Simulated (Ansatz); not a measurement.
C4H5AlN2 (SMILES [CH3][Al]([C]#N)[CH2]C#N)

The calculation's input:

```
crystal:
  periodic: [false, false, false]
  atoms:
    - {symbol: C, position_ang: [-1.016154, 0.628921, -0.910791]}
    - {symbol: C, position_ang: [-0.044243, 1.921512, 2.080479]}
    - {symbol: C, position_ang: [0.036272, -1.326306, 1.741381]}
    - {symbol: C, position_ang: [-0.207986, -2.426299, 0.837426]}
    - {symbol: Al, position_ang: [-0.368843, 0.413684, 0.893197]}
    - {symbol: N, position_ang: [0.150830, 2.823778, 2.794875]}
    - {symbol: N, position_ang: [-0.426391, -3.262156, 0.055118]}
    - {symbol: H, position_ang: [-1.187163, 1.677917, -1.196776]}
    - {symbol: H, position_ang: [-0.305498, 0.187699, -1.631772]}
    - {symbol: H, position_ang: [-1.961328, 0.075481, -1.051448]}
    - {symbol: H, position_ang: [1.088975, -1.333419, 2.080077]}
    - {symbol: H, position_ang: [-0.573393, -1.438684, 2.657186]}
basis:
  gaussian:
    orbitals: def2-SVPD
hamiltonian:
  xc: {name: PBE0}
output: {forces: true, orbitals: {seedname: orbitals}}
```

Command:

```sh
ansatz run input.yaml --threads 2 --pin off --max-ram 5220MiB --events-out events.jsonl --progress --plain --runs-dir runs
```

Geometry: r2SCAN-D4/def2-SVP.

Theory: isolated molecule in a Gaussian basis; Kohn-Sham density functional theory, functional PBE0 in Ansatz 0.2.0.

What can the converged electron density and electron localisation function tell about the bonding?

Answer. C–N (1.17 Å): ρ at the midpoint is about 3.4 e/Å³; the ELF peaks at about 0.85 between the atoms; a short, multiple covalent bond.
C–C (1.44 Å): ρ at the midpoint is about 1.8 e/Å³; the ELF peaks at about 0.95 between the atoms (localised, covalent bonding).
C–Al (1.93 Å): ρ at the midpoint is about 0.76 e/Å³; the ELF peaks at about 0.95 between the atoms, as expected for a shared but strongly polarised pair.
C–H (1.10 Å): ρ at the midpoint is about 1.9 e/Å³; the ELF climbs to about 1 towards the hydrogen, as it does in any bond to H: a covalent bond by its length.

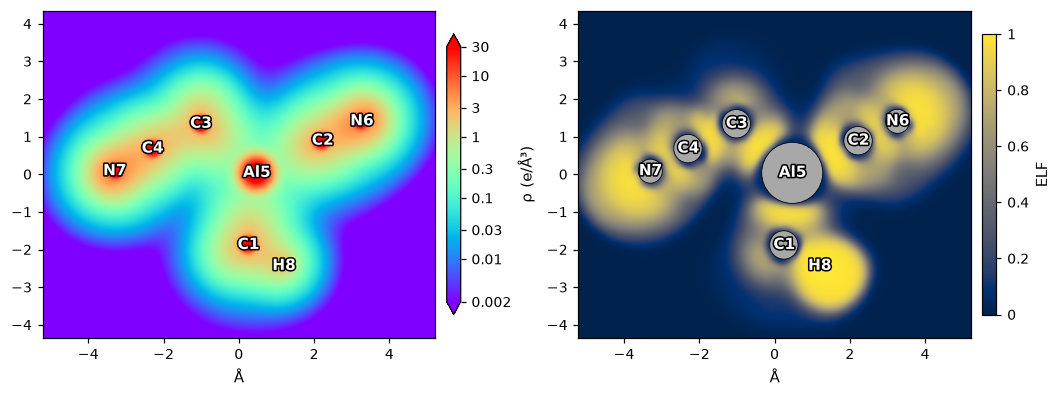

Computed electron density and electron localisation function on the plane of atoms C2, Al5 and C3, in this order. Grey discs cover the atomic cores in the ELF map. 
